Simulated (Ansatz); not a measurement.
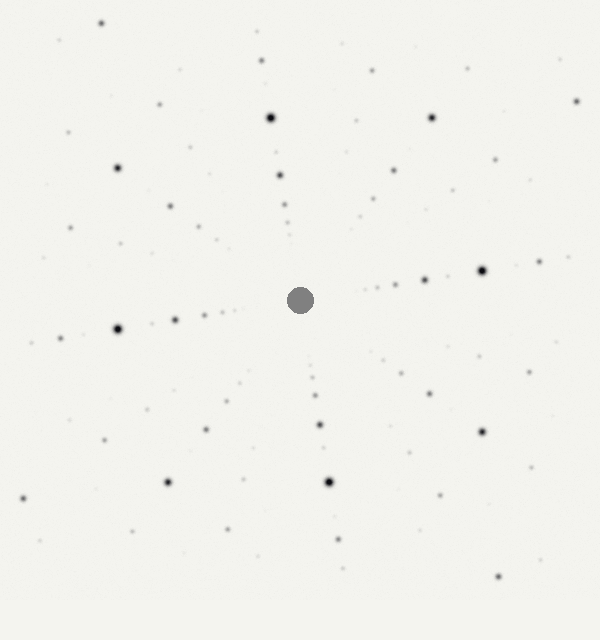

Simulated back-reflection Laue pattern (white X-rays, 0.45 to 2.2 Å, flat plate covering ±45° about the beam, kinematic intensities, seen from the source).

Q: What symmetry does the pattern show?

A: 4mm: a fourfold axis with mirror lines.

The crystal is Cu, space group Fm-3m (No. 225), a = 3.56 Å. Structure: the input geometry of an electronic-structure calculation (not necessarily at equilibrium).

Q: Which direction points towards the source?

A: [001] or one equivalent to it by a rotation of the Laue group. In Laue class m-3m no other family of directions with a member of indices 0 and ±1 has this symmetry.
